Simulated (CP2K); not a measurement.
# C2H3ClSi (SMILES C#C[SiH2]Cl): GFN1-xTB

What is the energy difference between two shapes of C2H3ClSi at GFN1-xTB? 

Program for the calculation: CP2K 2026.2.

3 further runs of the same task are left out: 2 that didn't finish, 1 set aside as unsound or not needed.

## (1) Starting point

C2H3ClSi has 7 atoms, charge 0, and is taken as a singlet. As SMILES, `C#C[SiH2]Cl`. Geometry: relaxed at GFN2-xTB.

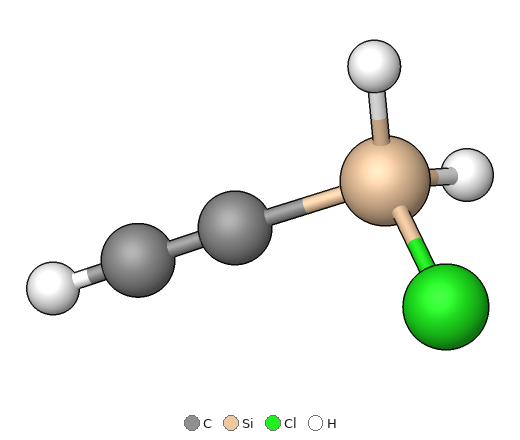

The structure, seen from a chosen angle (carbon grey, silicon light orange, chlorine green, hydrogen white).

## (2) Energy and forces at GFN1-xTB

Input file calc.inp:

```
&GLOBAL
   PROJECT_NAME calc
   RUN_TYPE ENERGY_FORCE
   PRINT_LEVEL MEDIUM
&END GLOBAL

&FORCE_EVAL
   METHOD Quickstep
   &DFT
      &QS
         METHOD XTB
         EPS_DEFAULT 1.0E-10
         &XTB
            GFN_TYPE TBLITE
            &TBLITE
               METHOD GFN1
            &END TBLITE
            CHECK_ATOMIC_CHARGES F
         &END XTB
      &END QS
      &POISSON
         PERIODIC NONE
         POISSON_SOLVER ANALYTIC
      &END POISSON
      &SCF
         SCF_GUESS ATOMIC
         EPS_SCF 1.0E-06
         MAX_SCF 150
         ADDED_MOS 4
         &DIAGONALIZATION
            ALGORITHM STANDARD
         &END DIAGONALIZATION
         &MIXING
            METHOD DIRECT_P_MIXING
            ALPHA 0.4
         &END MIXING
      &END SCF
      &PRINT
         &MOMENTS
            PERIODIC F
            REFERENCE COM
            MAX_MOMENT 1
         &END MOMENTS
         &MO ON
            ENERGIES T
            OCCUPATION_NUMBERS T
            NDIGITS 6
            &EACH
               QS_SCF 0
            &END EACH
            ADD_LAST NUMERIC
         &END MO
         &HIRSHFELD OFF
         &END HIRSHFELD
      &END PRINT
   &END DFT
   &SUBSYS
      &CELL
         ABC 12.7 12.4 14.6
         PERIODIC NONE
      &END CELL
      &COORD
         C      5.538885     6.895195     5.968780
         C      5.891135     6.630855     7.087550
         Si     6.422305     6.193905     8.803400
         Cl     5.014305     4.986285     9.610180
         H      5.231785     7.128305     4.989820
         H      6.509855     7.413715     9.601910
         H      7.685695     5.464355     8.736040
      &END COORD
   &END SUBSYS
   &PRINT
      &FORCES ON
      &END FORCES
   &END PRINT
&END FORCE_EVAL
```

The run is started by

```console
OMP_NUM_THREADS=1 cp2k.psmp -i calc.inp > calc.out 2>&1
```

Standard output:

```text
CP2K| version string:                                       CP2K version 2026.2
[...]
 GLOBAL| Method name                                                        CP2K
[...]
 GLOBAL| Run type                                                   ENERGY_FORCE
[...]
                             - Atoms:                                          7
[...]
                             - Spherical basis functions:                     32
[...]
 Number of electrons:                                                         22
[...]
  *** SCF run converged in    10 steps ***
[...]
  Fermi energy:                                                -0.27858378593689
[...]
 TB_DIPOLE| Moment [Debye]          0.17765912       0.25805531      -0.35253312
 TB_DIPOLE| Derivative [a.u.]       0.00000000       0.00000000       0.00000000
[...]
 ENERGY| Total FORCE_EVAL ( QS ) energy [hartree]            -11.964715466133056
 FORCES| Atomic forces [hartree/bohr]
 FORCES|   Atom     x               y               z               |f|
 FORCES|      1 -3.73431510E-03  3.04863116E-03 -1.23714908E-02   1.32775392E-02
 FORCES|      2  7.99155865E-03 -4.17466002E-03  2.05074935E-02   2.24020107E-02
 FORCES|      3 -5.53141807E-03 -4.89726532E-03  3.76887324E-03   8.29362399E-03
 FORCES|      4  5.66867023E-03  4.51544525E-03 -2.44516202E-03   7.64865252E-03
 FORCES|      5 -2.18528482E-03  1.48859192E-03 -6.34266750E-03   6.87173971E-03
 FORCES|      6  1.19205463E-03 -3.82909358E-03 -3.29048198E-03   5.18750649E-03
 FORCES|      7 -3.40126553E-03  3.84835058E-03  1.73435614E-04   5.13891908E-03
 FORCES| Sum     1.21430643E-17  9.49761103E-17  1.05980762E-16
 FORCES| Total atomic force                                       1.42828000E-16
[...]
```

Run time: 0.47 s. Hardware: 1 thread of Arm Neoverse N1, shared host; peak memory 0.14 GiB.

## (3) The distorted shape

Input file run.inp:

```
&FORCE_EVAL
  METHOD QS
  &DFT
    ! Quickstep
    &QS
      METHOD XTB
      EPS_DEFAULT 1.0E-10
      &XTB
        GFN_TYPE TBLITE
        &TBLITE
          METHOD GFN1
        &END
        CHECK_ATOMIC_CHARGES F
      &END
    &END
    &POISSON
      PERIODIC NONE
      POISSON_SOLVER ANALYTIC
    &END
    &SCF
      SCF_GUESS ATOMIC
      EPS_SCF 1.0E-06
      MAX_SCF 150
      ADDED_MOS 4
      &DIAGONALIZATION
        ALGORITHM STANDARD
      &END
      &MIXING
        METHOD DIRECT_P_MIXING
        ALPHA 0.4
      &END
    &END
    ! extra output
    &PRINT
      &MOMENTS
        PERIODIC F
        REFERENCE COM
        MAX_MOMENT 1
      &END
      &MO ON
        ENERGIES T
        OCCUPATION_NUMBERS T
        NDIGITS 6
        &EACH
          QS_SCF 0
        &END
        ADD_LAST NUMERIC
      &END
      &HIRSHFELD OFF
      &END
    &END
  &END
  ! atoms, cell and kinds
  &SUBSYS
    &CELL
      ABC 12.8 12.5 14.6
      PERIODIC NONE
    &END
    &COORD
      C      5.690379     6.885690     5.793969
      C      6.001957     6.653284     7.014526
      Si     6.498867     6.170424     8.581608
      Cl     4.991417     4.994030     9.585174
      H      5.092378     7.225662     5.014826
      H      6.566099     7.505970     9.568840
      H      7.808583     5.603600     8.493599
    &END
  &END
  ! extra output
  &PRINT
    &FORCES ON
    &END
  &END
&END

&GLOBAL
  PROJECT run
  RUN_TYPE ENERGY_FORCE
  PRINT_LEVEL MEDIUM
&END
```

The run is started by

```console
OMP_NUM_THREADS=1 cp2k.psmp run.inp > run.out
```

Standard output:

```text
CP2K| version string:                                       CP2K version 2026.2
[...]
 GLOBAL| Method name                                                        CP2K
[...]
 GLOBAL| Run type                                                   ENERGY_FORCE
[...]
                             - Atoms:                                          7
[...]
                             - Spherical basis functions:                     32
[...]
 Number of electrons:                                                         22
[...]
  *** SCF run converged in    11 steps ***
[...]
  Fermi energy:                                                -0.32368610572060
[...]
 TB_DIPOLE| Moment [Debye]          0.45278998       0.49651964      -1.55420015
 TB_DIPOLE| Derivative [a.u.]       0.00000000       0.00000000       0.00000000
[...]
 ENERGY| Total FORCE_EVAL ( QS ) energy [hartree]            -11.926072427557418
 FORCES| Atomic forces [hartree/bohr]
 FORCES|   Atom     x               y               z               |f|
 FORCES|      1  2.07819120E-02 -1.83496064E-02  1.16941491E-01   1.20182812E-01
 FORCES|      2 -4.35106832E-02  3.32006157E-02 -1.58358260E-01   1.67549393E-01
 FORCES|      3 -1.15117200E-02  1.41428648E-03  1.07996016E-01   1.08617031E-01
 FORCES|      4  3.38382724E-02  2.20853165E-02 -2.36989104E-02   4.68447248E-02
 FORCES|      5 -1.96081182E-03  3.21051702E-03 -1.94076016E-02   1.97688442E-02
 FORCES|      6 -7.05254602E-04 -3.47701136E-02 -2.72163558E-02   4.41609353E-02
 FORCES|      7  3.06828522E-03 -6.79101571E-03  3.74362059E-03   8.33948222E-03
 FORCES| Sum     4.16333634E-17 -7.89299182E-17 -1.33140027E-16
 FORCES| Total atomic force                                       1.60279555E-16
[...]
```

It took 0.44 s on 1 thread of Arm Neoverse N1, shared host; peak memory 0.14 GiB.

## (4) Summary of results

At GFN1-xTB:

```
                                                  quantity         value
                                 first shape: total energy  -11.96472 Eh
    first shape: dipole moment (from atomic charges alone)        0.47 D
                                  first shape: HOMO energy     -12.34 eV
                                  first shape: LUMO energy      -6.67 eV
                                first shape: HOMO–LUMO gap       5.67 eV
                     first shape: largest force on an atom    1.152 eV/Å
                             distorted shape: total energy  -11.92607 Eh
distorted shape: dipole moment (from atomic charges alone)        1.69 D
                              distorted shape: HOMO energy     -12.17 eV
                              distorted shape: LUMO energy      -7.91 eV
                            distorted shape: HOMO–LUMO gap       4.26 eV
                 distorted shape: largest force on an atom    8.616 eV/Å
                    energy change with the atoms displaced      1.052 eV
```

With the atoms displaced the energy rises by 1.05 eV (101 kJ/mol). The first shape isn't relaxed at this level, so the change isn't measured from a minimum. The largest force (first shape) is 1.15 eV/Å: the shape isn't a stationary point for this species at this level. The dipole (first shape) comes from point charges on the atoms alone, without atomic dipoles, so it is partial. The dipole (distorted shape) comes from point charges on the atoms alone, without atomic dipoles, so it is partial.
